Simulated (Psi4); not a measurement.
# AlNH3O (SMILES [NH2][Al][OH]): U-wB97M-V/cc-pVQZ-DK (sfX2C, density fitting, sweep point 3)

What is the vertical ionisation energy of AlNH3O at U-wB97M-V/cc-pVQZ-DK (sfX2C, density fitting, sweep point 3)? 

The results are computed with Psi4 1.11.

## 1. The molecule

AlNH3O: 6 atoms, total charge 0, spin state doublet. As SMILES, `[NH2][Al][OH]`. The coordinates come from a PBE0-D4/def2-TZVP relaxation. This is one conformer, not always the lowest.

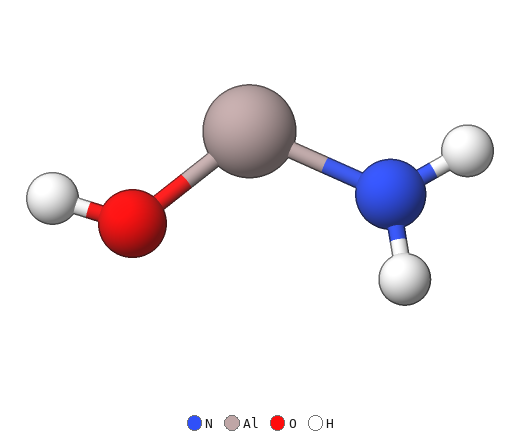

Viewed from a chosen angle; nitrogen blue, aluminium light grey, oxygen red, hydrogen white.

## 2. A single-point energy at U-wB97M-V/cc-pVQZ-DK (sfX2C, density fitting, sweep point 3)

File input.dat:

```
memory 1600 mb

molecule {
  0 2
  N     -1.74591797     0.45391222    -1.43770364
  Al     1.12476499     1.13629232     0.13360364
  O      2.25652197    -1.16879561     2.08096641
  H     -2.71043418    -1.17843321    -1.24192801
  H     -2.63560103     1.62818803    -2.63956945
  H      3.79022369    -0.99229519     3.01751468
  units au
  symmetry c1
}

set {
  basis                cc-pVQZ-DK
  reference            uks
  puream               true
  scf_type             df
  dft_radial_points    99
  dft_spherical_points 590
  maxiter              150
  relativistic         x2c
}

energy("wb97m-v")
```

Launch:

```sh
$ psi4 -i input.dat -o output.dat -n 1
```

output.dat (excerpt; [...] marks lines left out):

```text
[...]
  Running in c1 symmetry.
[...]
  Nuclear repulsion =   93.731213377113235
[...]
  Multiplicity = 2
[...]
  Nalpha       = 16
  Nbeta        = 15
[...]
    Number of basis functions: 259
[...]
    WARNING: The X2C and Dirac Hamiltonians have substatially different eigenvalues!
             This is probably caused by the recontraction of the basis set.
[...]
   @DF-UKS iter   1:  -374.37598199102024   -5.92944e-01   4.00736e-03 ADIIS/DIIS
[...]
   @DF-UKS iter   9:  -374.79411276813369   -1.09956e-07   2.20829e-07 DIIS
[...]
   @S^2 Observed:                7.511252971E-01
[...]
    Orbital Energies [Eh]
    ---------------------
    Alpha Occupied:
       1A    -56.409949     2A    -19.322883     3A    -14.473130
       4A     -4.297230     5A     -2.794839     6A     -2.794396
       7A     -2.788947     8A     -1.098344     9A     -0.944584
      10A     -0.608298    11A     -0.575896    12A     -0.514338
      13A     -0.459728    14A     -0.430360    15A     -0.359642
      16A     -0.271755
    Alpha Virtual:
      17A      0.043477    18A      0.052569    19A      0.068026
      20A      0.104114    21A      0.143300    22A      0.143528
      23A      0.149660    24A      0.165431    25A      0.200145
[...]
  @DF-UKS Final Energy:  -374.79411276813369
   => Energetics <=
    Nuclear Repulsion Energy =             93.7312133771132352
    One-Electron Energy =                -704.7363002430868164
    Two-Electron Energy =                 262.2633628772817929
    DFT Exchange-Correlation Energy =     -26.1807200279321499
    Empirical Dispersion Energy =           0.0000000000000000
    VV10 Nonlocal Energy =                  0.1283312484902365
    Total Energy =                       -374.7941127681336866
[...]
 Multipole Moments:
 ------------------------------------------------------------------------------------
     Multipole            Electronic (a.u.)      Nuclear  (a.u.)        Total (a.u.)
 ------------------------------------------------------------------------------------
 L = 1.  Multiply by 2.5417464519 to convert [e a0] to [Debye]
 Dipole X            :          2.0669953           -1.9880953            0.0789001
 Dipole Y            :          1.4476528           -1.1262401            0.3214127
 Dipole Z            :          0.6380875           -0.7510462           -0.1129587
 Magnitude           :                                                    0.3497014
[...]
```

Run time: 2 min. Hardware: 1 thread of AMD EPYC 9R45 (Zen 5), shared host; peak memory 1.5 GiB.

## 3. The singlet cation, same level

File calc.inp:

```
memory 1600 mb

molecule {
  1 1
  N     -1.74591797     0.45391222    -1.43770364
  Al     1.12476499     1.13629232     0.13360364
  O      2.25652197    -1.16879561     2.08096641
  H     -2.71043418    -1.17843321    -1.24192801
  H     -2.63560103     1.62818803    -2.63956945
  H      3.79022369    -0.99229519     3.01751468
  units bohr
  symmetry c1
}

set puream true
set scf_type df
set dft_radial_points 99
set dft_spherical_points 590
set relativistic x2c

energy("wb97m-v/cc-pVQZ-DK")
```

Launch:

```sh
$ psi4 -n 1 calc.inp calc.out
```

calc.out (excerpt; [...] marks lines left out):

```text
[...]
  Running in c1 symmetry.
[...]
  Nuclear repulsion =   93.731213377113235
[...]
  Multiplicity = 1
[...]
  Nalpha       = 15
  Nbeta        = 15
[...]
    Number of basis functions: 259
[...]
    WARNING: The X2C and Dirac Hamiltonians have substatially different eigenvalues!
             This is probably caused by the recontraction of the basis set.
[...]
   @DF-RKS iter   1:  -374.12191946189802   -3.38881e-01   3.80179e-03 DIIS/ADIIS
[...]
   @DF-RKS iter   8:  -374.50756933258316   -4.24637e-07   4.83626e-07 DIIS
[...]
    Orbital Energies [Eh]
    ---------------------
    Doubly Occupied:
       1A    -56.725048     2A    -19.566899     3A    -14.699249
       4A     -4.608105     5A     -3.105504     6A     -3.105089
       7A     -3.097515     8A     -1.329632     9A     -1.158404
      10A     -0.836641    11A     -0.786281    12A     -0.735024
      13A     -0.680649    14A     -0.659014    15A     -0.575326
[...]
  @DF-RKS Final Energy:  -374.50756933258316
   => Energetics <=
    Nuclear Repulsion Energy =             93.7312133771132352
    One-Electron Energy =                -696.8313113813729842
    Two-Electron Energy =                 254.5294357526662168
    DFT Exchange-Correlation Energy =     -26.0627340441457385
    Empirical Dispersion Energy =           0.0000000000000000
    VV10 Nonlocal Energy =                  0.1258269631560505
    Total Energy =                       -374.5075693325831594
[...]
 Multipole Moments:
 ------------------------------------------------------------------------------------
     Multipole            Electronic (a.u.)      Nuclear  (a.u.)        Total (a.u.)
 ------------------------------------------------------------------------------------
 L = 1.  Multiply by 2.5417464519 to convert [e a0] to [Debye]
 Dipole X            :          2.7287440           -1.9880953            0.7406487
 Dipole Y            :          2.7528210           -1.1262401            1.6265809
 Dipole Z            :          0.4081804           -0.7510462           -0.3428658
 Magnitude           :                                                    1.8198579
[...]
```

Run time: 71 s. Hardware: 1 thread of AMD EPYC 9R45 (Zen 5), shared host; peak memory 1.5 GiB.

## 4. What came out

Level: U-wB97M-V/cc-pVQZ-DK (sfX2C, density fitting, sweep point 3).

| quantity | value |
| --- | --- |
| doublet AlNH3O: total energy | -374.79411 Eh |
| doublet AlNH3O: dipole moment | 0.89 D |
| doublet AlNH3O: HOMO energy (highest over α and β) | -7.39 eV |
| doublet AlNH3O: LUMO energy (lowest over α and β) | -0.79 eV |
| doublet AlNH3O: ⟨S²⟩ | 0.751 |
| singlet cation: total energy | -374.50757 Eh |
| singlet cation: HOMO energy | -15.66 eV |
| singlet cation: LUMO energy | -8.16 eV |
| singlet cation: HOMO–LUMO gap | 7.50 eV |
| vertical ionisation energy (to the singlet cation) | 7.797 eV |

In words: Removing an electron at fixed nuclei costs 7.80 eV (180 kcal/mol). Only the singlet of the ionised species was computed; a triplet could lie lower.
